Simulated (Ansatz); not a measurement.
# CH₃F···F (charge −1): what the fields show

Input file:

```
crystal:
  periodic: [false, false, false]
  atoms:
    - {symbol: F, position_ang: [-0.756465, -1.431371, 0.772096]}
    - {symbol: C, position_ang: [-0.155157, -0.293565, 0.158373]}
    - {symbol: F, position_ang: [0.929744, 1.759244, -0.949004]}
    - {symbol: H, position_ang: [-0.081322, 0.505050, 0.889900]}
    - {symbol: H, position_ang: [0.834875, -0.564335, -0.195026]}
    - {symbol: H, position_ang: [-0.771673, 0.025077, -0.676339]}
basis:
  gaussian: {orbitals: "def2-TZVPPD.json"}
total_charge: -1
hamiltonian: {xc: pbe0, dispersion: d4}
output: {orbitals: {seedname: orbitals}}
```

Launched as:

```sh
ansatz run in.yaml --threads 2 --pin off --events-out ev --progress --plain --max-ram 4352MiB
```

The reactant side of a reaction path; geometry: PBE0-D4/def2-TZVP.

The calculation used RKS PBE0-D4/def2-TZVPPD (Ansatz).

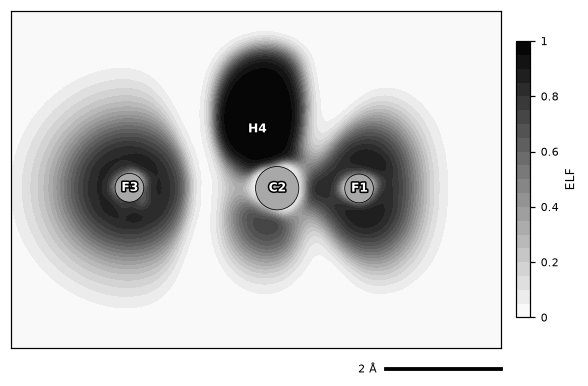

Figure 1. Electron localisation function on the plane of atoms F1, C2 and H4. Grey discs cover the atomic cores.

Q: Read the bonding off the picture.

A:
- The section cuts through F, C and H sites.
- C2···F3 (2.57 Å): the ELF dips to about 0.05 between them.
- C–F (1.43 Å): the ELF peaks at about 0.80 between the atoms: a shared but strongly polarised pair.
- C–H (1.09 Å): the ELF climbs to about 1 towards the hydrogen, as it does in any bond to H: an ordinary covalent bond to hydrogen.
- The ELF also peaks beside F1, away from the bonds: lone-pair regions.

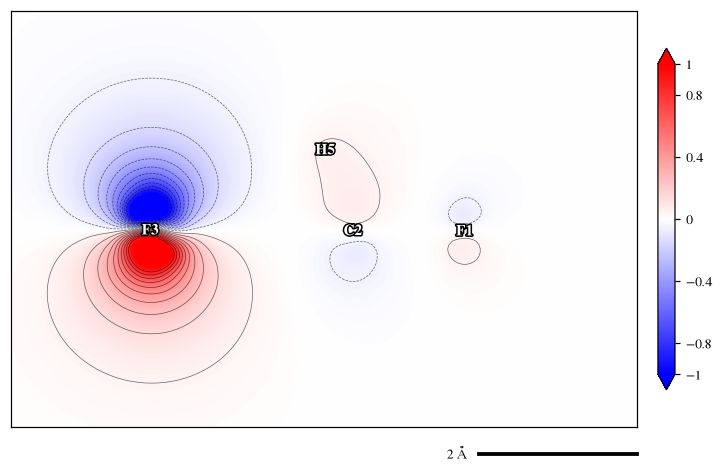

Figure 2. The HOMO on the plane of atoms F1, C2 and H5 (values in Å⁻³ᐟ²; the overall sign is arbitrary).

Q: What is the character of this orbital?

A: By Hirshfeld shares it lies mainly on F3 (about 95 %); largely a lone pair of F3. It is one of a degenerate set, so its orientation is arbitrary. Its energy is −0.98 eV.
